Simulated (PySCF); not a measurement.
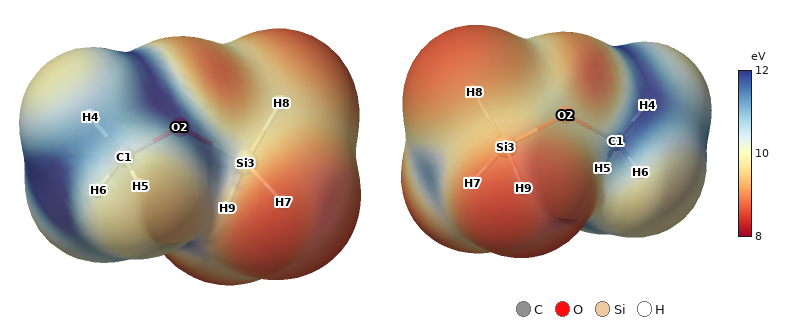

Figure. CH$_{6}$OSi, SMILES `CO[SiH3]`. Average local ionisation energy on the surface of electron density 0.001 a.u. (back view left, front view right).

Computed with PySCF, PBE/def2-TZVP, geometry: GFN2-xTB. No frequency check shows the geometry to be a minimum.

Coordinates in Å:

```
C1       1.6538   -0.1846    0.0009
O2       0.4419    0.5015   -0.0007
Si3     -1.0694   -0.0835   -0.0007
H4       2.4597    0.5509   -0.0054
H5       1.7441   -0.8218   -0.8868
H6       1.7482   -0.8108    0.8884
H7      -1.3235   -0.9207   -1.1747
H8      -1.7967    1.1732   -0.0034
H9      -1.3179   -0.9061    1.1919
```

Where are the most loosely bound electrons on this surface?

Answer. The lowest value is 8.4 eV, 1.5 Å from H9. Further minima include 8.7 eV, 1.5 Å from H8; 8.8 eV, 1.9 Å from O2, and at like points elsewhere; 9.5 eV, 1.4 Å from H5. For comparison, the highest occupied orbital lies at −6.6 eV.
